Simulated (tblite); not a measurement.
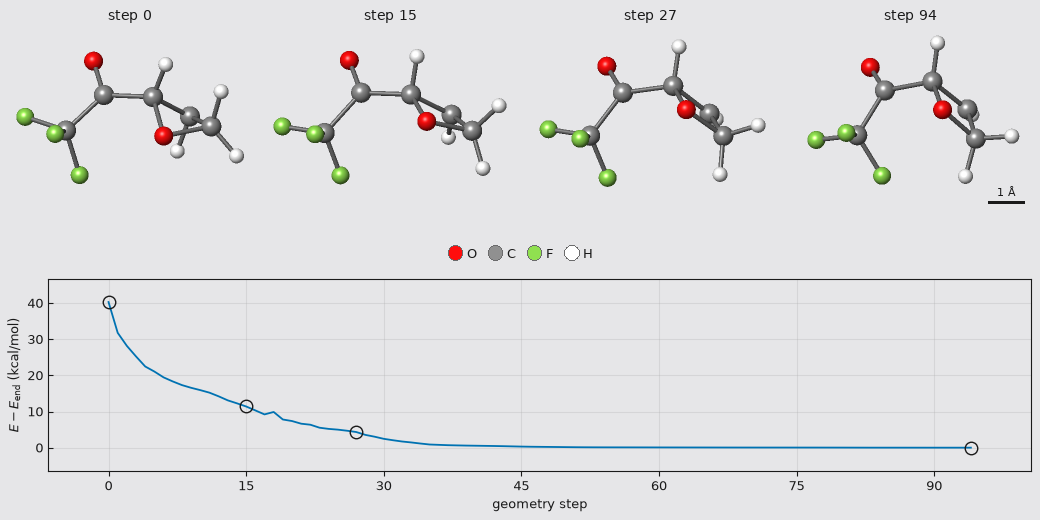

Frames of a relaxation of C5H4F3O2 (multiplicity 2), marked on the history of the run. The picture is a ball-and-stick view, seen at a tilt.

All numbers below come from tblite 0.8.0, GFN2-xTB geometry optimisation, gas phase. 

Q: Describe the path.

A: After 94 geometry steps the energy has fallen by 40.3 kcal/mol. An H atom moves most after the best rigid fit: 1.54 Å. Largest moves by element: H 1.54 Å, O 0.81 Å, F 0.74 Å, C 0.55 Å. Among the contacts that change: C–C 1.479 → 1.553 Å, C–C 1.551 → 1.478 Å, C–F 1.397 → 1.334 Å, C–H 1.114 → 1.068 Å. Among the angles between lasting bonds that change: C–C–H 107.5° → 134.6°, C–C–H 109.4° → 133.2°, C–C–C 75.6° → 87.4°. The run took 0.48 s on 1 thread of Arm Neoverse V2 (shared host). From step 0 to 15: an H atom moves most (0.64 Å), energy −28.9 kcal/mol. From step 15 to 27: an H atom moves most (0.65 Å), energy −7.06 kcal/mol. From step 27 to 94: an F atom moves most (0.49 Å), energy −4.33 kcal/mol.
